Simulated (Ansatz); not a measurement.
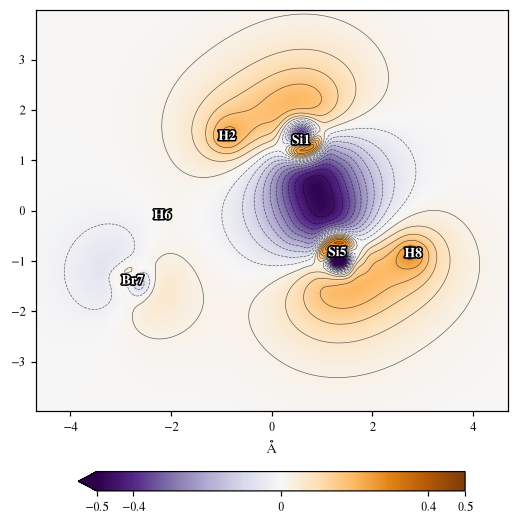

The picture shows: H$_{6}$Si$_{2}$···HBr. One frontier orbital on the plane of atoms H2, Si1 and Si5 (values in Å⁻³ᐟ²; the overall sign is arbitrary).

The reactant side of a reaction path; geometry: PBE0-D4/def2-TZVP.

Level of theory: Ansatz 0.2.0, RKS PBE0-D4/def2-TZVPP.

```xyz
10

Si   -0.7551   -1.1086   -0.1490
H    -0.6195   -0.6669   -1.5689
H    -0.2001   -2.4847   -0.0534
H    -2.2066   -1.1482    0.1707
Si    0.3749    0.3457    1.2950
H     0.3908    0.9614   -2.2251
Br    1.1739    2.1481   -2.3124
H     0.2046   -0.1390    2.6914
H    -0.1863    1.7171    1.1863
H     1.8234    0.3751    0.9655
```

**Which orbital is it: HOMO or LUMO?**

The HOMO, at −8.55 eV. By Hirshfeld shares it lies mainly on Si5 (about 40 %) and Si1 (about 35 %).
